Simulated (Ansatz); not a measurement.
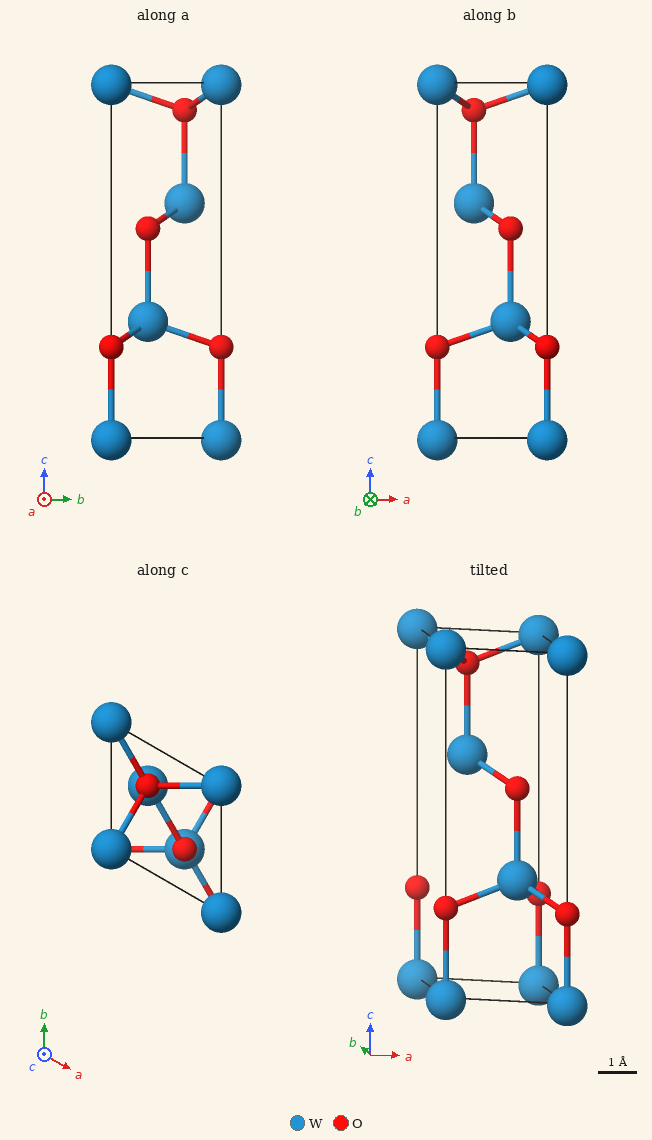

We look at a ball-and-stick model of the crystal along the a axis, along the b axis, along the c axis and slightly off an axis. The lines enclose the conventional unit cell; boundary atoms appear with their images.

Lattice parameters: a = 3.4235 Å, b = 3.4235 Å, c = 9.5891 Å, α = 90.000°, β = 90.000°, γ = 120.000°.

Q: Set out the cell and atoms as a CIF with its space group and independent sites, with free fractional coordinates to two decimals.

A:
```cif
data_structure
_symmetry_space_group_name_H-M 'R 3 m :H'
_symmetry_Int_Tables_number 160
_cell_length_a 3.4235
_cell_length_b 3.4235
_cell_length_c 9.5891
_cell_angle_alpha 90.000
_cell_angle_beta 90.000
_cell_angle_gamma 120.000
_cell_volume 97.33
loop_
_atom_site_label
_atom_site_type_symbol
_atom_site_symmetry_multiplicity
_atom_site_Wyckoff_symbol
_atom_site_fract_x
_atom_site_fract_y
_atom_site_fract_z
_atom_site_occupancy
W1 W 3 a 0.6667 0.3333 0.33 1
O1 O 3 a 0.00 0.00 0.26 1
```

Origin of the cell: a structure type filled with these elements by a generator (whether the compound takes this form wasn't checked). A relaxation with DFT r2SCAN+U, scalar-relativistic, plane waves, PAW in Ansatz gave the geometry drawn.
